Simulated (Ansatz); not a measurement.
# CH3F2Ga (SMILES F[CH2][GaH][F]): a chain of runs

We compute a point of an energy scan (HF/pcseg-1), then a point of an energy scan (HF/pcseg-1), then a point of an energy scan (HF/pcseg-1), then a point of an energy scan (HF/pcseg-1), then a point of an energy scan (UHF/pcseg-1) of CH3F2Ga. 

The calculation is run with Ansatz 0.2.0.

## (1) Starting point

CH3F2Ga has 7 atoms, charge 0, and is taken as a singlet. As SMILES, `F[CH2][GaH][F]`. Geometry: relaxed at PBE0-D4/def2-TZVP.

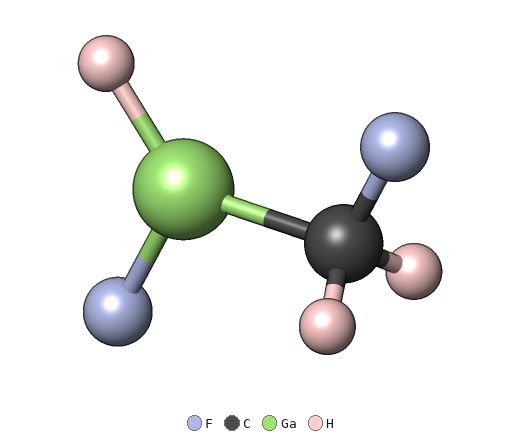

The structure, seen from a chosen angle (fluorine light blue, carbon dark grey, gallium green, hydrogen pink).

## (2) A point of an energy scan at HF/pcseg-1 (held atoms (4, 3), held distance 1.5874 angstrom) (run 1)

Contents of in.yaml:

```yaml
basis:
  gaussian:
    orbitals: pcseg-1.json
crystal:
  periodic: [false, false, false]
  atoms:
    - symbol: F
      position_ang: [0.512900, 1.851500, 0.293100]
    - symbol: C
      position_ang: [-0.284200, 0.728200, 0.470600]
    - symbol: Ga
      position_ang: [0.394400, -0.807000, -0.579600]
    - symbol: F
      position_ang: [-0.614100, -2.237100, -0.358800]
    - symbol: H
      position_ang: [-1.307500, 0.976400, 0.170700]
    - symbol: H
      position_ang: [-0.307900, 0.483100, 1.537500]
    - symbol: H
      position_ang: [1.606500, -0.995100, -1.533500]
hamiltonian:
  xc: hf
relax:
  max_steps: 60
  constraints: [{distance: [3, 2], at: 1.5874}]
```

The basis set pcseg-1 is read from a file made from the Basis Set Exchange's data (not shown).

Run with:

```console
ansatz run in.yaml --threads 1 --pin off --max-ram 2610MiB --events-out events.jsonl --progress --plain --runs-dir runs
```

Log:

```text
Warning: RAYON_NUM_THREADS=1 ignored (pool sized by the plan → 1); use --threads N
The last accepted step is kept in runs//last_step.txt (removed where the run ends without a failure and the disk answers)
[... 57 lines left out ...]
Total energy: -58814.93238385 eV, -2161.4088989135 hartree
[... 7 lines left out ...]
Dipole moment:    -0.096935    -0.041900     0.055807 e Å
```

It took 19 s on 1 thread of Intel Xeon Platinum 8259CL at 2.50GHz (Skylake/Cascade Lake), shared host; peak memory 0.17 GiB.

## (3) A point of an energy scan at HF/pcseg-1 (held atoms (4, 3), held distance 1.7638 angstrom) (run 2)

Contents of molecule.yaml:

```yaml
crystal:
  periodic: [false, false, false]
  atoms:
    - {symbol: F, position_ang: [0.546146, 1.774115, 0.241132]}
    - {symbol: C, position_ang: [-0.304289, 0.702094, 0.475974]}
    - {symbol: Ga, position_ang: [0.335945, -0.881285, -0.563651]}
    - {symbol: F, position_ang: [-0.538296, -2.195991, -0.399061]}
    - {symbol: H, position_ang: [-1.305302, 1.012021, 0.192337]}
    - {symbol: H, position_ang: [-0.315310, 0.523340, 1.546702]}
    - {symbol: H, position_ang: [1.581205, -0.934293, -1.493433]}
basis:
  gaussian:
    orbitals: pcseg-1.json
hamiltonian:
  xc: hf
relax:
  max_steps: 60
  constraints: [{distance: [3, 2], at: 1.7638}]
```

The basis set pcseg-1 is read from a file made from the Basis Set Exchange's data (not shown).

Run with:

```console
ansatz run molecule.yaml --threads 1 --pin off --max-ram 2610MiB --events-out events.jsonl --progress --plain --runs-dir runs
```

Log (excerpt; [...] marks lines left out):

```text
Warning: RAYON_NUM_THREADS=1 ignored (pool sized by the plan → 1); use --threads N
[... 1 set-up line as earlier in the session ...]
[... 50 lines left out ...]
Total energy: -58815.56216895 eV, -2161.4320430889 hartree
[... 7 lines left out ...]
Dipole moment:     0.033236     0.143689     0.027495 e Å
```

Wall time 16 s (1 thread of Intel Xeon Platinum 8259CL at 2.50GHz (Skylake/Cascade Lake), shared host); peak memory 0.17 GiB.

## (4) A point of an energy scan at HF/pcseg-1 (held atoms (4, 3), held distance 2.0284 angstrom) (run 3)

Contents of molecule.yaml:

```yaml
crystal:
  periodic: [false, false, false]
  atoms:
    - {symbol: F, position_ang: [0.527427, 1.813195, 0.268998]}
    - {symbol: C, position_ang: [-0.298835, 0.718942, 0.477976]}
    - {symbol: Ga, position_ang: [0.385772, -0.822444, -0.578900]}
    - {symbol: F, position_ang: [-0.602806, -2.269314, -0.378222]}
    - {symbol: H, position_ang: [-1.304451, 1.004134, 0.187396]}
    - {symbol: H, position_ang: [-0.313163, 0.514579, 1.543369]}
    - {symbol: H, position_ang: [1.606155, -0.959090, -1.520617]}
basis:
  gaussian: {orbitals: pcseg-1.json}
hamiltonian: {xc: hf}
relax: {max_steps: 60, constraints: [{distance: [3, 2], at: 2.0284}]}
```

The basis set pcseg-1 is read from a file made from the Basis Set Exchange's data (not shown).

Run with:

```console
ansatz run molecule.yaml --threads 1 --pin off --max-ram 2610MiB --events-out events.jsonl --progress --plain --runs-dir runs
```

Log (excerpt; [...] marks lines left out):

```text
Warning: RAYON_NUM_THREADS=1 ignored (pool sized by the plan → 1); use --threads N
[... 1 set-up line as earlier in the session ...]
[... 57 lines left out ...]
Total energy: -58815.00987875 eV, -2161.4117467985 hartree
[... 7 lines left out ...]
Dipole moment:     0.250838     0.423654    -0.030814 e Å
```

Wall time 18 s (1 thread of Intel Xeon Platinum 8259CL at 2.50GHz (Skylake/Cascade Lake), shared host); peak memory 0.17 GiB.

## (5) A point of an energy scan at HF/pcseg-1 (held atoms (4, 3), held distance 2.2929 angstrom) (run 4)

Contents of in.yaml:

```yaml
crystal:
  periodic: [false, false, false]
  atoms:
    - {symbol: F, position_ang: [0.494439, 1.870592, 0.313806]}
    - {symbol: C, position_ang: [-0.289313, 0.741318, 0.479097]}
    - {symbol: Ga, position_ang: [0.465795, -0.733132, -0.605360]}
    - {symbol: F, position_ang: [-0.706737, -2.366444, -0.337283]}
    - {symbol: H, position_ang: [-1.300914, 0.985193, 0.175923]}
    - {symbol: H, position_ang: [-0.307738, 0.494736, 1.534363]}
    - {symbol: H, position_ang: [1.644567, -0.992261, -1.560546]}
basis:
  gaussian: {orbitals: pcseg-1.json}
hamiltonian: {xc: hf}
relax: {max_steps: 60, constraints: [{distance: [3, 2], at: 2.2929}]}
```

The basis set pcseg-1 is read from a file made from the Basis Set Exchange's data (not shown).

Run with:

```console
ansatz run in.yaml --threads 1 --pin off --max-ram 2610MiB --events-out events.jsonl --progress --plain --runs-dir runs
```

Log (excerpt; [...] marks lines left out):

```text
Warning: RAYON_NUM_THREADS=1 ignored (pool sized by the plan → 1); use --threads N
[... 1 set-up line as earlier in the session ...]
[... 57 lines left out ...]
Total energy: -58813.98197263 eV, -2161.3739719453 hartree
[... 7 lines left out ...]
Dipole moment:     0.489984     0.705187    -0.103381 e Å
```

Wall time 18 s (1 thread of Intel Xeon Platinum 8259CL at 2.50GHz (Skylake/Cascade Lake), shared host); peak memory 0.17 GiB.

## (6) A point of an energy scan at UHF/pcseg-1 (held atoms (4, 3), held distance 2.6457 angstrom) (run 5)

Contents of job.yaml:

```yaml
crystal:
  periodic: [false, false, false]
  atoms:
    - {symbol: F, position_ang: [0.457446, 1.923721, 0.359819]}
    - {symbol: C, position_ang: [-0.279099, 0.760205, 0.478497]}
    - {symbol: Ga, position_ang: [0.550323, -0.643128, -0.634313]}
    - {symbol: F, position_ang: [-0.815288, -2.452383, -0.289209]}
    - {symbol: H, position_ang: [-1.294825, 0.961585, 0.161205]}
    - {symbol: H, position_ang: [-0.299972, 0.470599, 1.521866]}
    - {symbol: H, position_ang: [1.681513, -1.020597, -1.597866]}
basis:
  gaussian: {orbitals: pcseg-1.json}
magnetization: {spin_polarized: true, initial_magnetization: 0}
hamiltonian: {xc: hf}
relax: {max_steps: 60, constraints: [{distance: [3, 2], at: 2.6457}]}
```

The basis set pcseg-1 is read from a file made from the Basis Set Exchange's data (not shown).

Run with:

```console
ansatz run job.yaml --threads 1 --pin off --max-ram 2610MiB --events-out events.jsonl --progress --plain --runs-dir runs
```

Log (excerpt; [...] marks lines left out):

```text
Warning: RAYON_NUM_THREADS=1 ignored (pool sized by the plan → 1); use --threads N
[... 1 set-up line as earlier in the session ...]
[... 65 lines left out ...]
Total energy: -58812.68336164 eV, -2161.3262488716 hartree
[... 7 lines left out ...]
Dipole moment:     0.857881     1.032851    -0.254456 e Å
```

Wall time 29 s (1 thread of Intel Xeon Platinum 8259CL at 2.50GHz (Skylake/Cascade Lake), shared host); peak memory 0.23 GiB.

## (7) Results

| quantity | value |
| --- | --- |
| run 1, HF/pcseg-1: total energy | -2161.40890 Eh |
| run 1, HF/pcseg-1: dipole moment | 0.57 D |
| run 2, HF/pcseg-1: total energy | -2161.43204 Eh |
| run 2, HF/pcseg-1: dipole moment | 0.72 D |
| run 3, HF/pcseg-1: total energy | -2161.41175 Eh |
| run 3, HF/pcseg-1: dipole moment | 2.37 D |
| run 4, HF/pcseg-1: total energy | -2161.37397 Eh |
| run 4, HF/pcseg-1: dipole moment | 4.15 D |
| run 5, UHF/pcseg-1: total energy | -2161.32625 Eh |
| run 5, UHF/pcseg-1: dipole moment | 6.56 D |

**Reading.** Mulliken charges (run 2, HF/pcseg-1) run from -0.65 on F4 to +1.02 on Ga3; they depend strongly on the basis. Mulliken charges (run 3, HF/pcseg-1) run from -0.67 on F4 to +0.97 on Ga3; they depend strongly on the basis. Mulliken charges (run 4, HF/pcseg-1) run from -0.70 on F4 to +0.93 on Ga3.
